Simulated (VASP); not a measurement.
Band structure of Mg (hcp). These are revTPSS meta-GGA, VASP's PBE PAW potentials (set 64) (plane waves; VASP 6.6.1) values and carry that method's errors.

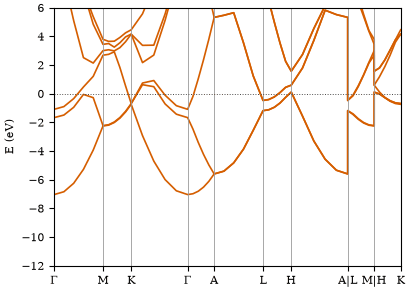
*Bands along high-symmetry lines, zero at the valence-band maximum or, without a gap, the Fermi level*

Problem. Read the plot: is there a gap, and where are the band edges?

Solution. It has no gap at this level: it comes out as a metal or semimetal.

The compound is Mg in the hcp structure. It was relaxed first.
